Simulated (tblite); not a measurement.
## Geometry relaxation, with input and output: C$_{4}$H$_{16}$GeSi$_{2}$ (part 2 of 2)

Continued. System: C$_{4}$H$_{16}$GeSi$_{2}$. Method: GFN2-xTB geometry optimisation, gas phase (tblite 0.8.0). It belongs to a series of runs on one base structure; here: constitutional isomer.

## Trajectory as extended XYZ, continued
```
23
Properties=species:S:1:pos:R:3:forces:R:3 step=121 energy=-601.11960
C    -2.9558    0.8212   -0.7161   -0.0160  -0.0080   0.0450
C    -1.5711    0.1976   -0.8479    0.0080   0.0020   0.0030
C    -1.1521   -0.6452    0.3548    0.0180  -0.0130   0.0170
C    -0.9249    0.1874    1.6103    0.0260   0.0050   0.0040
Ge    0.5099   -1.6630   -0.1294   -0.0240  -0.0150  -0.0080
Si    2.2633   -0.3797   -1.0354    0.0240  -0.0010   0.0350
Si    3.5069    0.8372    0.4981   -0.0070   0.0030  -0.0200
H    -3.2052    1.3770   -1.6190   -0.0010   0.0030   0.0600
H    -3.7105    0.0506   -0.5685    0.0170  -0.0080  -0.0120
H    -2.9952    1.5000    0.1337   -0.0070   0.0210  -0.0680
H    -0.8336    0.9915   -1.0034   -0.0100  -0.0080   0.0030
H    -1.5611   -0.4397   -1.7395    0.0030   0.0150   0.0070
H    -1.9495   -1.3669    0.5612    0.0080  -0.0080  -0.0030
H    -1.8358    0.6876    1.9373    0.0080  -0.0260  -0.0190
H    -0.5815   -0.4505    2.4251   -0.0180   0.0060  -0.0140
H    -0.1637    0.9478    1.4355    0.0100   0.0170  -0.0240
H     0.9045   -2.4919    1.0858   -0.0250   0.0380  -0.0440
H     0.0556   -2.7430   -1.0982    0.0010  -0.0130   0.0350
H     1.6652    0.5083   -2.0433    0.0050  -0.0060  -0.0220
H     3.1091   -1.2988   -1.8105   -0.0030   0.0240  -0.0010
H     4.9236    0.4692    0.4595    0.0000  -0.0020   0.0220
H     3.0459    0.6502    1.8775    0.0000  -0.0160   0.0080
H     3.4512    2.2800    0.2428   -0.0160  -0.0110  -0.0050
23
Properties=species:S:1:pos:R:3:forces:R:3 step=145 energy=-601.12986
C    -2.9467    0.8640   -0.6399    0.0140   0.0120   0.0350
C    -1.6272    0.1374   -0.8876   -0.0050   0.0320  -0.0140
C    -1.1271   -0.6648    0.3122   -0.0230   0.0230  -0.0230
C    -0.8228    0.2171    1.5163    0.0150  -0.0010  -0.0020
Ge    0.5059   -1.7034   -0.2126   -0.0160   0.0260  -0.0220
Si    2.2907   -0.3962   -1.0187    0.0310   0.0140   0.0060
Si    3.4138    0.8323    0.5986    0.0080   0.0170  -0.0010
H    -3.3268    1.2904   -1.5668    0.0170  -0.0240   0.0150
H    -3.6923    0.1766   -0.2448   -0.0050  -0.0060  -0.0240
H    -2.8175    1.6762    0.0733    0.0010  -0.0400  -0.0200
H    -0.8685    0.8734   -1.1719    0.0100  -0.0150  -0.0050
H    -1.7529   -0.5473   -1.7343   -0.0110   0.0190   0.0350
H    -1.9110   -1.3756    0.5956    0.0110  -0.0020   0.0060
H    -1.7193    0.7103    1.8889    0.0110  -0.0050  -0.0050
H    -0.4124   -0.3873    2.3256    0.0090   0.0280  -0.0030
H    -0.0920    0.9839    1.2549   -0.0080  -0.0140   0.0100
H     0.8722   -2.5485    0.9950    0.0030  -0.0060  -0.0120
H     0.0335   -2.7619   -1.1939    0.0100  -0.0100   0.0140
H     1.7358    0.4939   -2.0499   -0.0130   0.0080  -0.0050
H     3.2075   -1.2638   -1.7715   -0.0170  -0.0190   0.0270
H     4.8517    0.5495    0.6146   -0.0250  -0.0010   0.0000
H     2.9235    0.5969    1.9611   -0.0140  -0.0290  -0.0130
H     3.2773    2.2739    0.3658   -0.0020  -0.0070   0.0010
23
Properties=species:S:1:pos:R:3:forces:R:3 step=169 energy=-601.13631
C    -2.9438    0.8754   -0.5993    0.0120   0.0050   0.0030
C    -1.6644    0.1018   -0.8989    0.0070   0.0010  -0.0040
C    -1.1068   -0.6599    0.3008    0.0030  -0.0040  -0.0170
C    -0.7312    0.2656    1.4511   -0.0060   0.0010  -0.0110
Ge    0.5028   -1.7099   -0.2666    0.0040   0.0100  -0.0020
Si    2.3033   -0.3983   -1.0295    0.0040  -0.0040  -0.0010
Si    3.3259    0.8226    0.6585   -0.0080  -0.0030  -0.0130
H    -3.3582    1.2900   -1.5159    0.0000   0.0030  -0.0050
H    -3.6894    0.2230   -0.1504   -0.0090  -0.0240  -0.0030
H    -2.7495    1.6970    0.0849   -0.0050   0.0130   0.0080
H    -0.9032    0.7972   -1.2663   -0.0050   0.0210  -0.0070
H    -1.8661   -0.6144   -1.7021    0.0000  -0.0130   0.0070
H    -1.8758   -1.3565    0.6504    0.0100  -0.0010   0.0170
H    -1.6079    0.7450    1.8828    0.0010   0.0070   0.0020
H    -0.2336   -0.2959    2.2417   -0.0070  -0.0030   0.0020
H    -0.0492    1.0422    1.1042    0.0100   0.0150   0.0110
H     0.8833   -2.5683    0.9269   -0.0010  -0.0030   0.0040
H     0.0187   -2.7657   -1.2430   -0.0060  -0.0020  -0.0120
H     1.7995    0.4753   -2.1015   -0.0020  -0.0080   0.0160
H     3.2472   -1.2923   -1.7124    0.0100   0.0010   0.0000
H     4.7732    0.6061    0.7178   -0.0060  -0.0020  -0.0070
H     2.7918    0.4803    1.9805    0.0030  -0.0060   0.0150
H     3.1287    2.2666    0.4963   -0.0090  -0.0050  -0.0040
23
Properties=species:S:1:pos:R:3:forces:R:3 step=193 energy=-601.13944
C    -2.9717    0.8410   -0.6054    0.0010   0.0060  -0.0100
C    -1.6518    0.1335   -0.8920    0.0030  -0.0090   0.0070
C    -1.0872   -0.6239    0.3079    0.0040   0.0030   0.0170
C    -0.7066    0.3038    1.4558    0.0190   0.0010   0.0040
Ge    0.5017   -1.7018   -0.2679    0.0060   0.0040  -0.0170
Si    2.3192   -0.4252   -1.0476   -0.0090   0.0100   0.0140
Si    3.3114    0.7971    0.6572    0.0050  -0.0040  -0.0070
H    -3.3658    1.2879   -1.5159   -0.0030  -0.0030  -0.0040
H    -3.7084    0.1364   -0.2231    0.0180   0.0070   0.0010
H    -2.8368    1.6333    0.1265   -0.0130  -0.0020   0.0100
H    -0.9172    0.8699   -1.2342   -0.0040  -0.0120   0.0170
H    -1.8062   -0.5781   -1.7100   -0.0040  -0.0010   0.0020
H    -1.8539   -1.3183    0.6683   -0.0090   0.0140  -0.0090
H    -1.5782    0.8024    1.8776    0.0070  -0.0090  -0.0190
H    -0.2285   -0.2625    2.2551   -0.0090  -0.0100   0.0000
H    -0.0046    1.0674    1.1185   -0.0100  -0.0020  -0.0180
H     0.8776   -2.5731    0.9182   -0.0030   0.0130   0.0120
H    -0.0208   -2.7495   -1.2347   -0.0020   0.0090  -0.0140
H     1.8287    0.4394   -2.1329    0.0010  -0.0070   0.0220
H     3.2686   -1.3267   -1.7111    0.0070  -0.0120   0.0010
H     4.7678    0.6417    0.6937   -0.0130   0.0050  -0.0050
H     2.8103    0.3980    1.9778    0.0110   0.0050  -0.0110
H     3.0473    2.2342    0.5284   -0.0050  -0.0070   0.0070
23
Properties=species:S:1:pos:R:3:forces:R:3 step=217 energy=-601.14207
C    -2.9888    0.8279   -0.5947    0.0030  -0.0010   0.0000
C    -1.6658    0.1315   -0.8933    0.0010  -0.0010  -0.0050
C    -1.0775   -0.6107    0.3040   -0.0020   0.0030   0.0000
C    -0.6463    0.3366    1.4167   -0.0020  -0.0020   0.0020
Ge    0.4830   -1.7173   -0.2897    0.0030  -0.0020  -0.0040
Si    2.3278   -0.4512   -1.0150    0.0050   0.0060   0.0010
Si    3.2879    0.7926    0.6910   -0.0020  -0.0010  -0.0020
H    -3.3983    1.2648   -1.5032   -0.0040   0.0040   0.0020
H    -3.7107    0.1150   -0.2013   -0.0070   0.0040   0.0040
H    -2.8577    1.6241    0.1338   -0.0010   0.0010   0.0000
H    -0.9421    0.8704   -1.2507    0.0040  -0.0020  -0.0020
H    -1.8280   -0.5877   -1.7029    0.0020  -0.0030  -0.0060
H    -1.8461   -1.2827    0.7003    0.0010   0.0040   0.0030
H    -1.4936    0.8798    1.8316   -0.0020  -0.0030   0.0050
H    -0.1776   -0.2216    2.2270   -0.0030  -0.0020   0.0030
H     0.0764    1.0634    1.0435   -0.0070  -0.0020  -0.0040
H     0.8221   -2.6300    0.8760    0.0030   0.0050   0.0010
H    -0.0563   -2.7158   -1.2983    0.0000  -0.0010   0.0020
H     1.8620    0.4103   -2.1126    0.0020  -0.0020   0.0010
H     3.2928   -1.3574   -1.6497    0.0010  -0.0070   0.0010
H     4.7512    0.7494    0.6661    0.0010   0.0030  -0.0020
H     2.8706    0.3278    2.0184    0.0070  -0.0040  -0.0030
H     2.9104    2.2077    0.6131   -0.0030   0.0020   0.0030
```

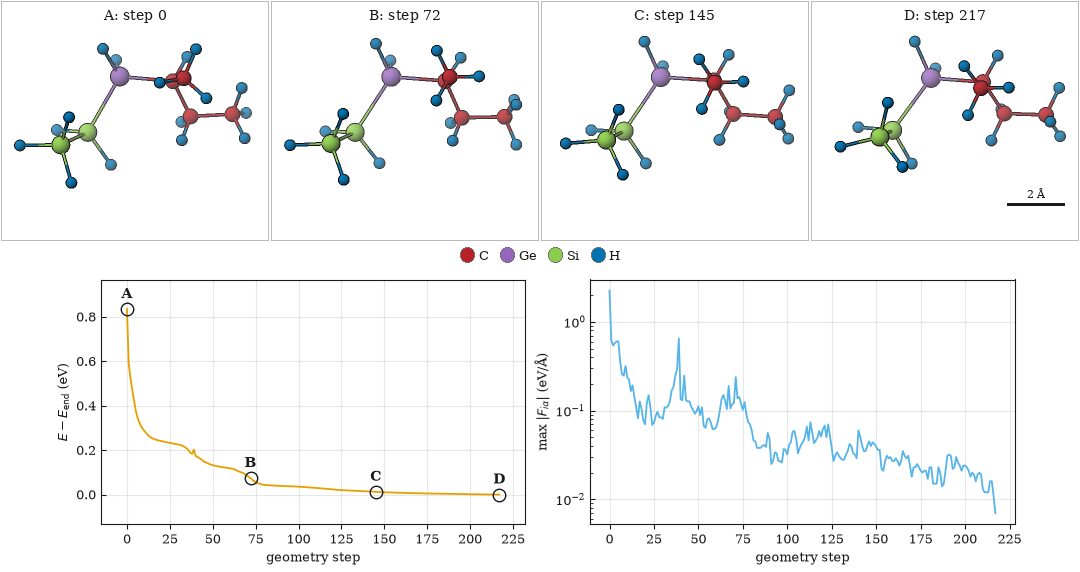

**Figure 1.** Frames of the relaxation (ball-and-stick view, seen at a tilt) above the curves, on which the letters mark them (steps are counted from 0).

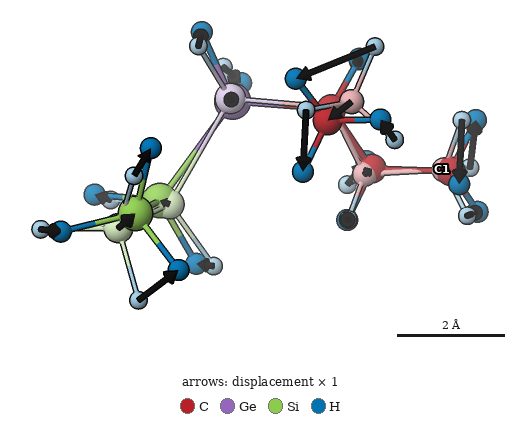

**Figure 2.** Start (faint) and end (solid) with the displacements as black arrows, at true length (ball-and-stick view, seen at a tilt). The two geometries are laid on each other by the best rigid fit. The largest move after the best rigid fit is that of H15, 1.65 Å. Largest moves by element: H 1.65 Å, C 0.58 Å, Si 0.50 Å, Ge 0.43 Å. Distances before and after: Si6–Si7 2.222 → 2.319 Å, C3–Ge5 1.929 → 2.003 Å, Ge5–Si6 2.289 → 2.352 Å, Ge5–H18 1.574 → 1.518 Å. Among the angles that change: H17–Ge5–H18 109.7° → 101.2°, Si6–Ge5–H18 108.0° → 115.3°, Si7–Si6–H20 106.2° → 112.1°. After 217 geometry steps the energy has fallen by 0.834 eV. Largest force component: 2.3 eV/Å at the start, 0.007 eV/Å at the end. (Atoms are counted from 1 in the order of the input.)

This output came from the following input.

## The input
```
{"job": {"kind": "relax", "xc": "GFN2-xTB", "basis": "xTB"}, "charge": 0, "multiplicity": 1}
C     -2.894500     0.707500    -0.648500
C     -1.492300     0.219100    -0.854600
C     -1.085700    -0.636100     0.327300
C     -1.170100     0.180600     1.570900
Ge     0.601700    -1.544300     0.104000
Si     2.177600    -0.327500    -1.025600
Si     3.602100     0.773200     0.277200
H     -2.979200     1.820000    -0.673700
H     -3.574300     0.283400    -1.429100
H     -3.327300     0.372700     0.326700
H     -0.857000     1.138400    -0.819000
H     -1.353000    -0.294100    -1.822500
H     -1.878400    -1.431300     0.421200
H     -1.718800     1.106500     1.351300
H     -1.802100    -0.393600     2.316400
H     -0.179200     0.410400     2.021000
H      1.139900    -1.952000     1.479800
H      0.280200    -2.831400    -0.743700
H      1.590400     0.612800    -2.005900
H      2.995100    -1.280400    -1.819500
H      4.951100     0.234400     0.082400
H      3.301100     0.667200     1.699300
H      3.667900     2.191300    -0.125200
```

The first line tells a small driver script what to run in tblite; the rest is the geometry in Å.

Run as:
```bash
OMP_NUM_THREADS=1 python <driver script> task.json out
```

## Summary

```csv
quantity,value
outcome,converged
total energy,−601.1421 eV
hardware,"1 CPU thread, shared host"
wall time,2.4 s
peak memory,0.18 GiB
```
